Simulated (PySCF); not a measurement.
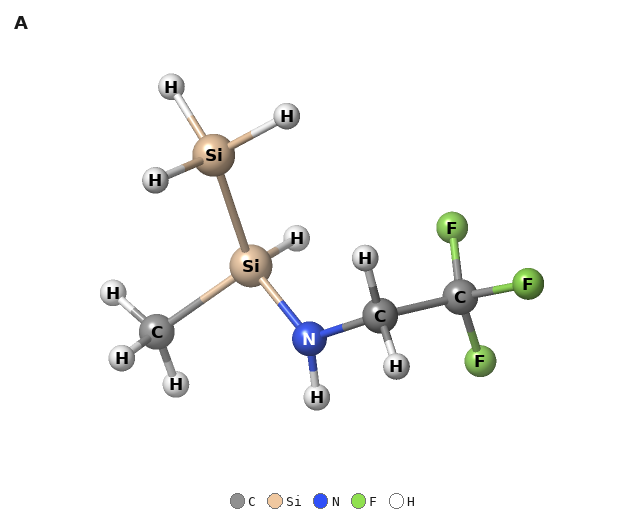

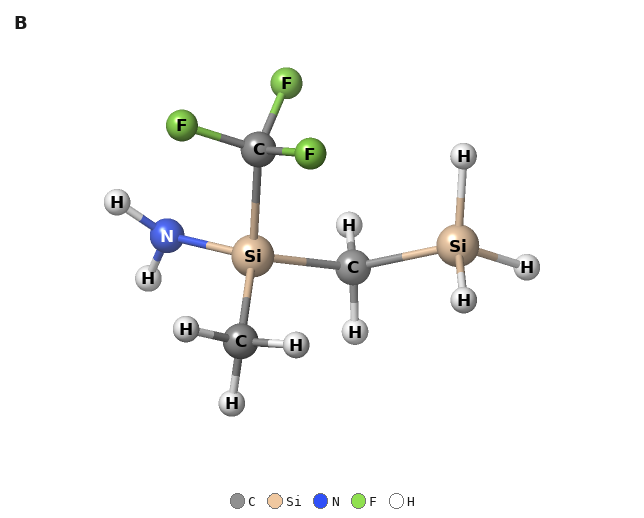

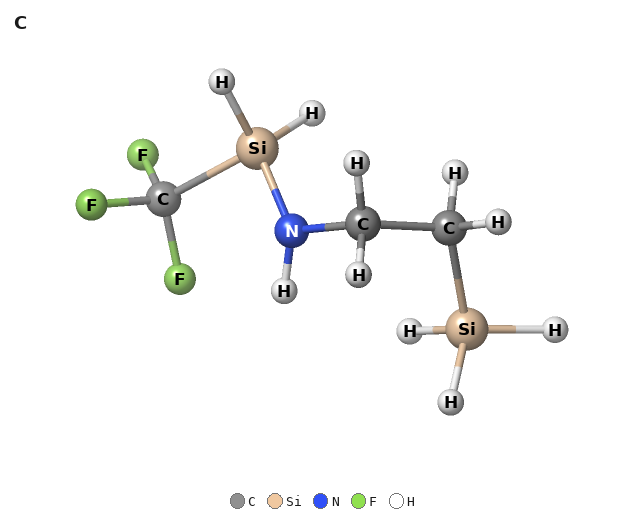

3 stationary structures of one formula. Geometries: GFN2-xTB. Electronic energies: PBE0/pcSseg-1 (PySCF 2.14.0), without zero-point energy. No frequency run is at hand to confirm each as a minimum. Each is one conformer, not always the lowest.

### How are they related?

They are constitutional isomers of C3H10F3NSi2: A `C[Si@@H]([SiH3])NCC(F)(F)F`, B `C[Si@](N)(C[SiH3])C(F)(F)F`, C `FC(F)(F)[SiH2]NCC[SiH3]`.

### Rank them by energy, lowest first.

B is lowest; A lies 14.9 kcal/mol above it, C lies 32.7 kcal/mol above it.

The geometry is semi-empirical. Around Si such bond lengths and angles can be off by a tenth of an ångström or more and by several degrees, and values that hang on the shape move with them.
